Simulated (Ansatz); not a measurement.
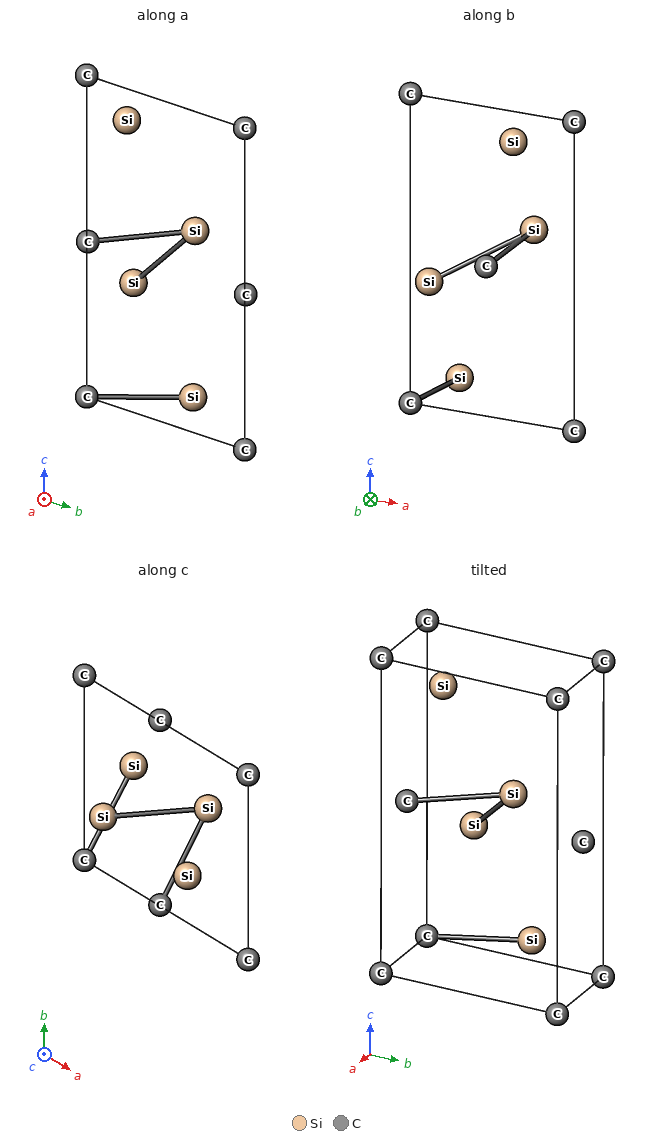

The crystal in a ball-and-stick representation, seen along the a axis, along the b axis, along the c axis and slightly off an axis. The lines enclose the unit cell; boundary atoms appear with their images.

Lattice parameters: a = 3.837 Å, b = 3.849 Å, c = 6.444 Å, α = 105.81°, β = 90.38°, γ = 119.82°. Put a along x and b in the xy plane.

### Write down what is shown as a POSCAR file, with free fractional coordinates to two decimals.

```
Si C
1.0
     3.837    0.000    0.000
    -1.914    3.339    0.000
    -0.043   -2.048    6.110
Si C
4 2
Direct
  0.63 0.25 0.90
  0.11 0.30 0.40
  0.30 0.67 0.11
  0.76 0.69 0.63
  0.00 0.00 0.00
  0.46 0.01 0.48
```

Starting structure: a random cell made by a generator, so it need not be a real form of the compound. Earlier steps of the study may have refined or changed the cell and positions. It was set up as input for a calculation with Ansatz.
